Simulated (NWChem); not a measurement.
# C4H6O2 (SMILES O=CCC1CO1) at 4 levels

Aim: a comparison of 4 runs (HF/STO-3G, HF/3-21G, B3LYP/6-31G*) of C4H6O2. 

Program for the calculation: NWChem 7.3.0.

**1. The molecule**

C4H6O2: 12 atoms, total charge 0, spin state singlet. SMILES: `O=CCC1CO1`. The shape is that of a PBE0-D4/def2-TZVP optimisation. This is one conformer, not always the lowest.

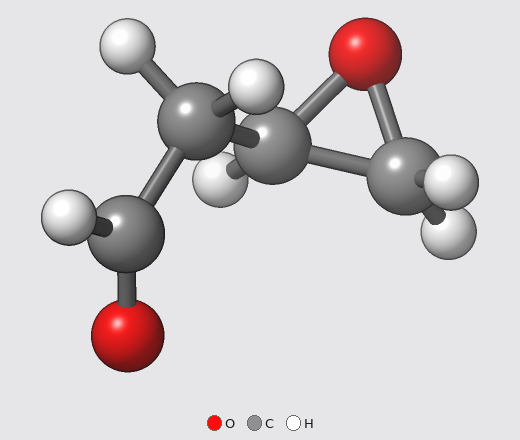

The structure, seen from a chosen angle (oxygen red, carbon grey, hydrogen white).

**2. Energy and gradient at HF/STO-3G (run 1)**

run.nw reads:

```
START run
TITLE "C4H6O2 hf"
memory stack 880 mb heap 220 mb global 1100 mb
GEOMETRY units angstroms noautosym nocenter noautoz
  O    -0.638500   -1.729500   -1.358200
  C    -1.328600   -1.095000   -0.608900
  C    -0.907500    0.173600    0.070100
  C     0.488100    0.603700   -0.258100
  C     1.613100    0.268700    0.603600
  O     1.055300    1.574200    0.606700
  H    -2.362200   -1.428900   -0.371500
  H    -1.027300    0.041200    1.152300
  H    -1.632000    0.952000   -0.206000
  H     0.692400    0.766200   -1.314000
  H     1.437700   -0.313400    1.505600
  H     2.609500    0.187100    0.178400
END
BASIS "ao basis" spherical bse
  * library STO-3G
END
SCF
  thresh 1e-08
  maxiter 80
END
TASK scf gradient
```

Launch:

```bash
$ nwchem run.nw > run.out
```

Output:

```text
[...]
  functions       =    36
[...]
  wavefunction    = RHF
[...]
         Total SCF energy =   -300.728986496936
      One-electron energy =   -864.370145567559
      Two-electron energy =    335.598967875953
 Nuclear repulsion energy =    228.042191194670
        Time for solution =      3.5s
[...]
                         RHF ENERGY GRADIENTS
    atom               coordinates                        gradient
                 x          y          z           x          y          z
   1 O      -1.206590  -3.268281  -2.566626   -0.023948   0.021301   0.025502
   2 C      -2.510690  -2.069250  -1.150654    0.034247   0.012905  -0.007434
   3 C      -1.714926   0.328056   0.132470    0.031877  -0.020152  -0.025726
   4 C       0.922375   1.140828  -0.487738    0.002491  -0.010549   0.025451
   5 C       3.048317   0.507769   1.140639   -0.023788   0.010374  -0.018543
   6 O       1.994228   2.974807   1.146497   -0.003046  -0.020606  -0.007916
   7 H      -4.463911  -2.700229  -0.702033   -0.004631  -0.004386  -0.000848
   8 H      -1.941316   0.077857   2.177531   -0.003807  -0.000982   0.005934
   9 H      -3.084033   1.799019  -0.389284   -0.007148   0.002631  -0.000025
  10 H       1.308446   1.447908  -2.483100    0.001425   0.002347   0.002591
  11 H       2.716859  -0.592240   2.845171   -0.002739   0.002948   0.001523
[...]
```

Wall time 4.8 s (1 thread of Intel Xeon Platinum 8488C (Sapphire Rapids), shared host); peak memory 0.097 GiB.

**3. Energy and forces at HF/3-21G (run 2)**

run.nw reads:

```
start run
memory 2200 mb
geometry units angstrom noautosym nocenter noautoz
   O    -0.638500   -1.729500   -1.358200
   C    -1.328600   -1.095000   -0.608900
   C    -0.907500    0.173600    0.070100
   C     0.488100    0.603700   -0.258100
   C     1.613100    0.268700    0.603600
   O     1.055300    1.574200    0.606700
   H    -2.362200   -1.428900   -0.371500
   H    -1.027300    0.041200    1.152300
   H    -1.632000    0.952000   -0.206000
   H     0.692400    0.766200   -1.314000
   H     1.437700   -0.313400    1.505600
   H     2.609500    0.187100    0.178400
end
basis spherical bse
   * library 3-21G
end
scf
   thresh 1e-08
   maxiter 80
end
task scf gradient
```

Launch:

```bash
$ nwchem run.nw > run.out
```

Output:

```text
[...]
  functions       =    66
[...]
  wavefunction    = RHF
[...]
         Total SCF energy =   -302.906190533456
      One-electron energy =   -864.616068259062
      Two-electron energy =    333.667686530936
 Nuclear repulsion energy =    228.042191194670
        Time for solution =      4.4s
[...]
                         RHF ENERGY GRADIENTS
    atom               coordinates                        gradient
                 x          y          z           x          y          z
   1 O      -1.206590  -3.268281  -2.566626   -0.009774   0.007191   0.009774
   2 C      -2.510690  -2.069250  -1.150654    0.019434   0.001050  -0.008663
   3 C      -1.714926   0.328056   0.132470    0.013220  -0.006738  -0.012049
   4 C       0.922375   1.140828  -0.487738    0.013145   0.017399   0.038875
   5 C       3.048317   0.507769   1.140639   -0.025865   0.036732  -0.011249
   6 O       1.994228   2.974807   1.146497    0.002427  -0.048337  -0.018230
   7 H      -4.463911  -2.700229  -0.702033   -0.014222  -0.006471   0.002080
   8 H      -1.941316   0.077857   2.177531   -0.002582  -0.001252   0.005971
   9 H      -3.084033   1.799019  -0.389284   -0.006279   0.003463  -0.000978
  10 H       1.308446   1.447908  -2.483100    0.002636   0.002340  -0.010682
  11 H       2.716859  -0.592240   2.845171   -0.002346  -0.005335   0.009492
[...]
```

Run time: 5.7 s. Hardware: 1 thread of Intel Xeon Platinum 8488C (Sapphire Rapids), shared host; peak memory 0.097 GiB.

Run 3 isn't shown in full; the table further down has it.

**4. Energy and forces at B3LYP/6-31G(d) (spherical functions) (run 4)**

test.nw reads:

```
start test
memory stack 880 mb heap 220 mb global 1100 mb
charge 0

geometry units angstroms noautosym nocenter noautoz
O     -0.638500    -1.729500    -1.358200
C     -1.328600    -1.095000    -0.608900
C     -0.907500     0.173600     0.070100
C      0.488100     0.603700    -0.258100
C      1.613100     0.268700     0.603600
O      1.055300     1.574200     0.606700
H     -2.362200    -1.428900    -0.371500
H     -1.027300     0.041200     1.152300
H     -1.632000     0.952000    -0.206000
H      0.692400     0.766200    -1.314000
H      1.437700    -0.313400     1.505600
H      2.609500     0.187100     0.178400
end

basis "ao basis" spherical bse
O library 6-31G*
C library 6-31G*
H library 6-31G*
end

dft
xc b3lyp
grid fine
convergence energy 1e-08
iterations 100
mulliken
end

task dft gradient
```

Launch:

```bash
$ nwchem test.nw > test.out
```

Output:

```text
[...]
          Wavefunction type:  closed shell.
          No. of atoms     :    12
          No. of electrons :    46
[...]
          Charge           :     0
          Spin multiplicity:     1
[...]
          AO basis - number of functions:    96
[...]
              XC Information
              --------------
                         B3LYP Method XC Potential
                     Hartree-Fock (Exact) Exchange  0.200
                        Slater Exchange Functional  0.800 local
                    Becke 1988 Exchange Functional  0.720 non-local
              Lee-Yang-Parr Correlation Functional  0.810
                  VWN I RPA Correlation Functional  0.190 local
[...]
 d= 0,ls=0.0,diis     1   -306.2504712803 -5.34D+02  2.27D-02  1.33D+00     3.1
[...]
 d= 0,ls=0.0,diis    11   -306.4143963304 -7.88D-10  2.85D-07  9.35D-10    27.1
         Total DFT energy =     -306.414396330420
      One electron energy =     -868.092496089997
           Coulomb energy =      374.803669024792
    Exchange-Corr. energy =      -41.167760459885
 Nuclear repulsion energy =      228.042191194670
[...]
  wavefunction    = closed shell
[...]
```

Wall time 33 s (1 thread of Intel Xeon Platinum 8488C (Sapphire Rapids), shared host); peak memory 0.12 GiB.

**5. The series**

```tsv
run	level	Cartesian functions	iteration cap	energy (Eh)	dipole moment (D)	HOMO energy (eV)	LUMO energy (eV)	wall time
1	HF/STO-3G	no	80	-300.728986	1.15	-9.15	7.90	4.8 s
2	HF/3-21G	no	80	-302.906191	1.82	-11.36	4.17	5.7 s
3	B3LYP/6-31G* (Cartesian functions)	yes	100	-306.420108	–	–	–	34 s
4	B3LYP/6-31G* (spherical functions)	no	100	-306.414396	1.47	-7.00	-0.72	33 s
```

**6. Outcome**

| quantity | value |
| --- | --- |
| run 4: total energy | -306.41440 Eh |
| run 4: dipole moment | 1.47 D |
| run 4: HOMO energy | -7.00 eV |
| run 4: LUMO energy | -0.72 eV |
| run 4: HOMO–LUMO gap | 6.29 eV |
| run 4: largest force on an atom | 1.068 eV/Å |

In words: Over runs 1, 2, 4 the dipole moment (its size) runs from 1.15 D (HF/STO-3G) to 1.82 D (HF/3-21G). Over runs 1, 2, 4 the HOMO–LUMO gap runs from 6.29 eV (B3LYP/6-31G*) to 17.06 eV (HF/STO-3G). The two ends differ in method and basis. In run 1 the basis is minimal, so the values are rough. All runs together took 78 s, the longest 34 s.
